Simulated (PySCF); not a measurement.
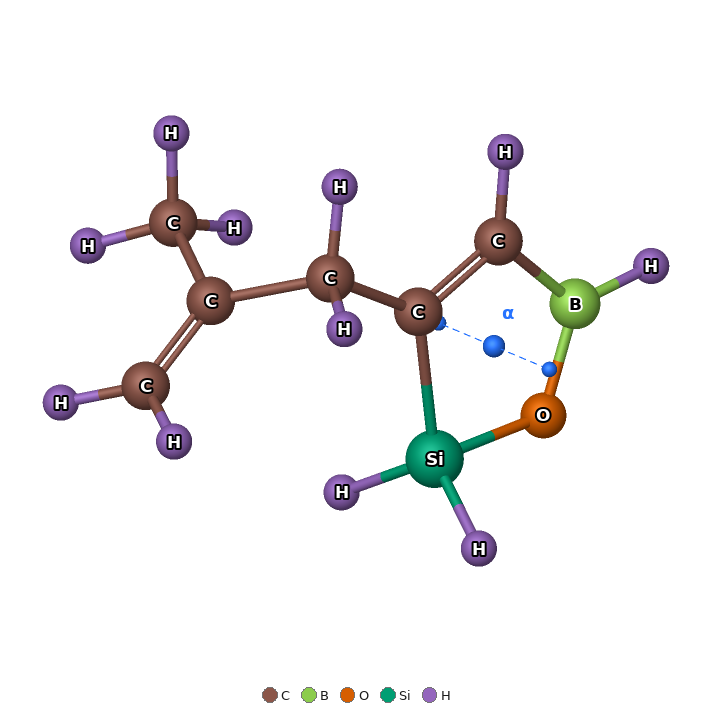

The small points mark where nucleus-independent chemical shifts (NICS) were computed: at the centre of each lettered ring and 1 Å above and below it. The geometry was computed by an optimisation with GFN2-xTB. No frequency run is at hand to confirm it as a minimum. Level of theory: GIAO PBE0/pcSseg-1 NMR shielding, non-relativistic, gas phase (PySCF 2.14.0).

Give NICS(0), NICS(1) and the out-of-plane component NICS(1)zz for each ring (means of the two sides).

```tsv
ring	members	NICS(0)	NICS(1)	NICS(1)zz
α	C2BOSi	−1.1	−3.0	−2.2
```

Values in ppm.

> What do the values say about the ring currents?

Ring α: weak, as in a non-aromatic ring. NICS is one index among several.

The geometry is semi-empirical. Around B, Si such bond lengths and angles can be off by a tenth of an ångström or more and by several degrees, and values that hang on the shape move with them.
